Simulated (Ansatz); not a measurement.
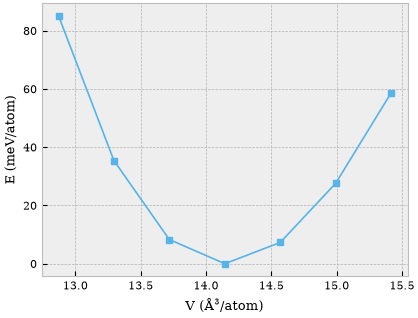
Figure: ZnPt (L1₀ or tetragonal B2, space group No. 123) under volume change, r²SCAN (plane waves, PAW; program Ansatz), shape and atoms relaxed at each volume.

### Question
What does a third-order Birch–Murnaghan fit give for V₀, B₀ and B′?

### Answer
V₀ = 14.14 Å³/atom, B₀ = 196 GPa, B′ = 5.2.

Space group P4/mmm (L1₀ or tetragonal B2). The workflow started from an entry of the Crystallography Open Database (COD). Whether it is the stable phase at ambient conditions was not checked. Symmetry was held in the r²SCAN relaxation; its stability against distortions is not shown here. No spin polarisation was allowed. Scalar-relativistic: spin–orbit coupling is off unless named, which matters more the heavier the elements.

Potentials: the later of the program's two PAW sets.
